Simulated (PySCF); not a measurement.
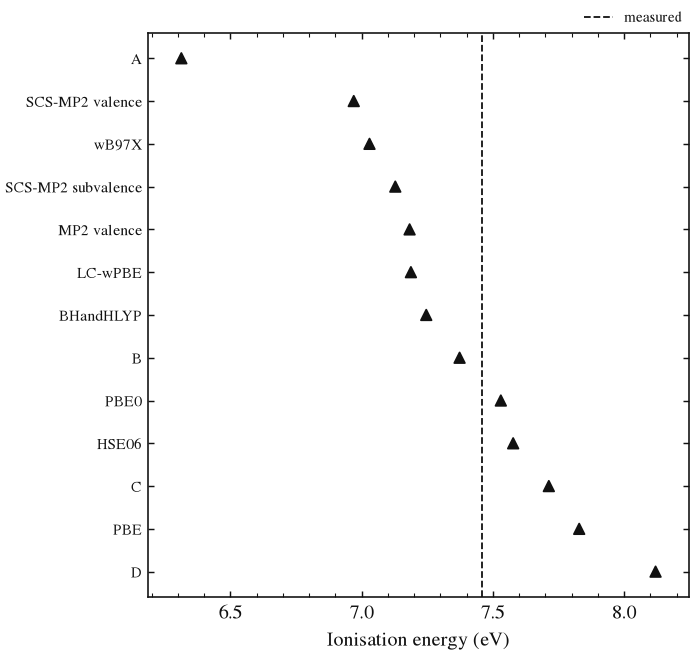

The ionisation energy of the Rh atom ([Kr] 4d⁸ 5s → [Kr] 4d⁸) by several methods, in rising order. PySCF, x2c-TZVPPall, spin-free X2C-1e, unrestricted single determinants, no spin-orbit coupling. Methods marked “valence” freeze 36 core electrons; methods marked “subvalence” freeze 28 core electrons. The lettered entries are HF, LDA, MP2 subvalence and r2SCAN in some order.

Which letter is which method?

Answer. A is HF (6.31 eV); B is MP2 subvalence (7.37 eV); C is r2SCAN (7.71 eV); D is LDA (8.12 eV). The values run from 6.31 eV (HF) to 8.12 eV (LDA). The measured value is 7.46 eV; nearest to it come PBE0 (+0.07) and MP2 subvalence (−0.09), furthest HF (−1.15 eV). These values lack spin-orbit coupling; with the first-order correction of −0.0062 eV added, PBE0 comes nearest (+0.07).
